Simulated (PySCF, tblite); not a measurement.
# C₅H₉ClO₃Si: geometry, infrared bands and NMR shifts

Wanted: the infrared bands and NMR shifts of C₅H₉ClO₃Si (`COC(=O)CC(=O)[SiH2]CCl`), by calculation.

The runs use tblite 0.8.0 and PySCF 2.14.0, with density-fitted response routines of our own; the level of theory stands in each step. All values are computed, except where a source is named. Atoms are numbered from 0 throughout.

## Step 1: The molecule as given

19 atoms, charge 0, multiplicity 1; geometry from: force field or distance geometry start.

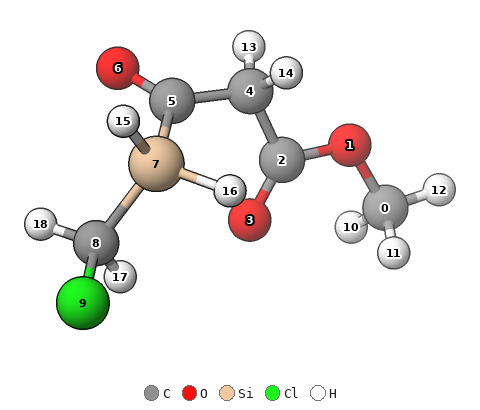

As it starts; carbon grey, oxygen red, silicon light orange, chlorine green, hydrogen white, atoms numbered.

## Step 2: Relaxing the molecule with GFN2-xTB

Job settings and geometry (Å):

```
{"job": {"kind": "relax", "xc": "GFN2-xTB", "basis": "xTB"}, "charge": 0, "multiplicity": 1}
C      2.927500    -1.751500    -0.537100
O      2.549000    -0.422300    -0.143700
C      1.225700    -0.181200    -0.183100
O      0.360000    -0.976900    -0.531600
C      0.941000     1.228900     0.262200
C     -0.509300     1.621200     0.159600
O     -0.935200     2.475800    -0.611400
Si    -1.754500     0.808200     1.322100
C     -2.991800    -0.162800     0.348400
Cl    -4.148700    -0.947700     1.463200
H      2.619800    -1.930500    -1.576000
H      2.463400    -2.492600     0.132600
H      4.001500    -1.834600    -0.455700
H      1.517000     1.908900    -0.391800
H      1.279400     1.372700     1.289000
H     -2.428700     1.836000     2.177600
H     -1.019800    -0.073500     2.272400
H     -2.529500    -0.951700    -0.250000
H     -3.576700     0.482900    -0.318500
```

Launch:

```
OMP_NUM_THREADS=1 python probes_run.py task.json out
```

This one command runs all jobs of the session in turn.

**Question.** This job is followed by: GFN2-xTB harmonic vibrations, gas phase; GIAO PBE0/pcSseg-1 NMR shielding, non-relativistic, gas phase. What will the session give for the following? strongest single infrared mode (GFN2-xTB); zero-point energy (GFN2-xTB); ¹³C shifts against TMS (PBE0/pcSseg-1); ¹H shifts against TMS (PBE0/pcSseg-1, means over atoms taken as alike); ¹⁷O shifts against H2O (PBE0/pcSseg-1); ²⁹Si shifts against TMS (PBE0/pcSseg-1); ³⁵Cl shifts against HCl (PBE0/pcSseg-1).

As calculated:

```
                                                              quantity                               value
                             strongest single infrared mode (GFN2-xTB)               1728 cm⁻¹, 523 km/mol
                                          zero-point energy (GFN2-xTB)                       82.1 kcal/mol
                                ¹³C shifts against TMS (PBE0/pcSseg-1)  239.8, 178.9, 58.5, 53.3, 31.6 ppm
¹H shifts against TMS (PBE0/pcSseg-1, means over atoms taken as alike)          4.39, 4.09, 3.43, 3.32 ppm
                                ¹⁷O shifts against H2O (PBE0/pcSseg-1)             851.2, 432.0, 200.4 ppm
                               ²⁹Si shifts against TMS (PBE0/pcSseg-1)                           -57.9 ppm
                               ³⁵Cl shifts against HCl (PBE0/pcSseg-1)                              23 ppm
```

In words: The optimisation took 143 steps and gained 0.303 eV; among the close pairs (by a distance rule), Si7–C8 changed most, from 1.850 to 1.908 Å. All 51 modes are real, so the xTB geometry is a minimum. The strongest single mode, at 1728 cm⁻¹, moves mainly C2 and O3. GFN2-xTB is a fitted tight-binding method: band positions and strengths are rough. Its intensities can rank the bands wrongly. At PBE0/pcSseg-1: The largest span, 1722 ppm, is at O6, where the paramagnetic term is -914 ppm.
